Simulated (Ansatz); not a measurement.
## Frequency calculation of Si₂NH₆F

The run: frequency calculation of Si₂NH₆F, SMILES F[SiH2]N[SiH3]. Method and program: HF/6-31G*, RHF (Ansatz 0.2.0).

The geometry was optimised with HF/6-31G*. Figures and captions count atoms from 1; the log counts them from 0 in places.

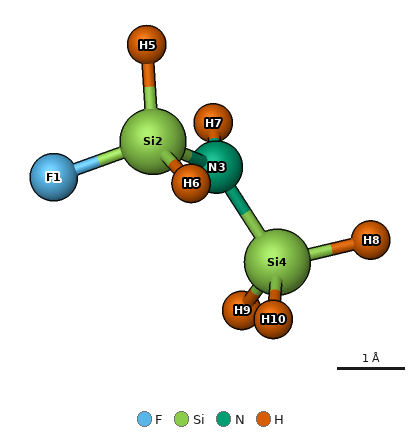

The input geometry (ball-and-stick view, seen at a tilt; atoms are numbered from 1 in the order of the input).

Results in brief

- outcome: converged
- total energy: −735.322893 hartree
- basis functions: 80
- largest force: 0.001 eV/Å
- zero-point energy: 0.066909 hartree
- dipole moment: 1.85 D
- wavenumbers, lowest and highest: 62 and 3774 cm⁻¹
- hardware: 1 thread of Arm Neoverse V1, 24 GiB of memory available, shared host
- wall time: 82 s
- peak memory: 0.14 GiB

Input
```yaml
crystal:
  periodic: [false, false, false]
  atoms:
    - symbol: F
      position_ang: [-1.577414, 1.015223, -1.761067]
    - symbol: Si
      position_ang: [-0.376877, 1.318244, -0.752617]
    - symbol: "N"
      position_ang: [0.494113, -0.093521, -0.328333]
    - symbol: Si
      position_ang: [0.193681, -1.251766, 0.934800]
    - symbol: H
      position_ang: [0.525303, 2.244317, -1.448928]
    - symbol: H
      position_ang: [-0.975036, 1.901444, 0.451715]
    - symbol: H
      position_ang: [1.240301, -0.329791, -0.955160]
    - symbol: H
      position_ang: [1.377416, -1.407528, 1.802648]
    - symbol: H
      position_ang: [-0.135990, -2.583197, 0.389807]
    - symbol: H
      position_ang: [-0.940197, -0.753025, 1.730435]
basis:
  gaussian: {orbitals: "6-31G*"}
phonons: {temperatures: {t_min: 298.15, t_max: 298.15, t_step: 1}}
hamiltonian: {xc: hf}
```

Launch command:
```bash
ansatz run in.yaml --threads 1 --pin off --max-ram 3480MiB --events-out events.jsonl --progress --plain --runs-dir runs
```

Log
```
Functional definition: HF
  name "HF"
  exchange = exact_x
  correlation = 0
849 factors; integrals over basis functions are off by at most 6.5e-4 eV
mean field evaluation 1: about -20006.1156 eV, gradient 3.7e1 eV
mean field evaluation 2: about -20006.1885 eV, gradient 3.7e1 eV
mean field evaluation 4: about -20009.1238 eV, gradient 2.8e0 eV
mean field evaluation 8: about -20009.1552 eV, gradient 1.1e-1 eV
mean field -20009.15526009 eV, -735.3228931159 hartree, gradient 1.1e-5 eV, S^2 0.000000; 0 other end points of the search recorded, 0 dependent functions left out
the calculation of the forces begins
reference -20009.15526009 eV, -735.3228931159 hartree; 25, 25 occupied and 55, 55 virtual orbitals, 849 factors
these checks for a lower state are left out or cut short: stability, starts, cluster_reference, orbital_swaps, neighbouring_geometries, increment
849 factors; integrals over basis functions are off by at most 6.5e-4 eV
mean field evaluation 16: about -20009.1552 eV, gradient 1.7e-4 eV
mean field -20009.15519126 eV, -735.3228905864 hartree, gradient 2.3e-6 eV, S^2 0.000000; 0 other end points of the search recorded, 0 dependent functions left out
[... from here on the field's lines of each further geometry are left out, up to the last ...]
the calculation of the forces begins
reference -20009.15523362 eV, -735.3228921430 hartree; 25, 25 occupied and 55, 55 virtual orbitals, 849 factors
these checks for a lower state are left out or cut short: stability, starts, cluster_reference, orbital_swaps, neighbouring_geometries, increment
849 factors; integrals over basis functions are off by at most 6.5e-4 eV
mean field -20009.15523724 eV, -735.3228922760 hartree, gradient 7.6e-7 eV, S^2 0.000000; 0 other end points of the search recorded, 0 dependent functions left out
the calculation of the forces begins
reference -20009.15523724 eV, -735.3228922760 hartree; 25, 25 occupied and 55, 55 virtual orbitals, 849 factors
Total energy: -20009.15526009 eV, -735.3228931159 hartree
Atom 0 at    -1.577414     1.015223    -1.761067 Å, force     0.000804     0.000289     0.000189 eV/Å
Atom 1 at    -0.376877     1.318244    -0.752617 Å, force    -0.000684    -0.000198     0.000164 eV/Å
Atom 2 at     0.494113    -0.093521    -0.328333 Å, force     0.000362    -0.001146     0.000123 eV/Å
Atom 3 at     0.193681    -1.251766     0.934800 Å, force     0.000082     0.000453     0.000838 eV/Å
Atom 4 at     0.525303     2.244317    -1.448928 Å, force    -0.000474     0.000258     0.000194 eV/Å
Atom 5 at    -0.975036     1.901444     0.451715 Å, force     0.000336     0.000099    -0.000449 eV/Å
Atom 6 at     1.240301    -0.329791    -0.955160 Å, force    -0.000540    -0.000127     0.000371 eV/Å
Atom 7 at     1.377416    -1.407528     1.802648 Å, force     0.000012     0.000061    -0.000797 eV/Å
Atom 8 at    -0.135990    -2.583197     0.389807 Å, force     0.000128     0.000484     0.000095 eV/Å
Atom 9 at    -0.940197    -0.753025     1.730435 Å, force    -0.000027    -0.000173    -0.000727 eV/Å
Dipole moment:     0.369722    -0.057772     0.090759 e Å
Vibrations: 61.71 69.20 215.71 320.94 448.60 628.66 674.97 788.38 855.92 909.41 930.25 1004.02 1031.24 1034.19 1061.17 1068.22 1106.23 1356.47 2368.23 2383.84 2403.06 2428.33 2446.57 3774.28 cm⁻¹, zero-point energy 1.820682 eV
```

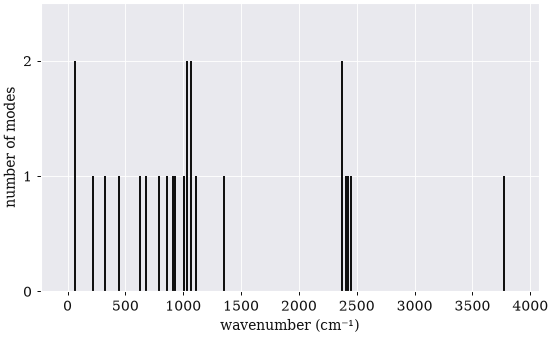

Harmonic vibrational wavenumbers from the force constants; neighbouring modes closer than 17 cm⁻¹ are counted in one stick. 24 modes from 62 to 3774 cm⁻¹, none imaginary.

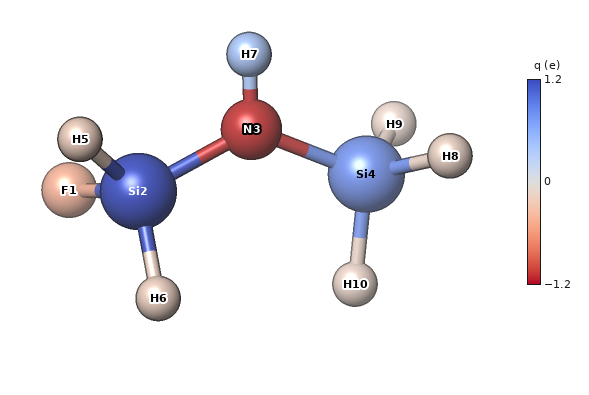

Mulliken charges, as the colour of each atom (ball-and-stick view, seen at a tilt; atoms are numbered from 1 in the order of the input; Mulliken charges depend strongly on the basis). By element: F −0.50, Si +0.83 to +1.17, N −1.08 and H −0.17 to +0.39 e.
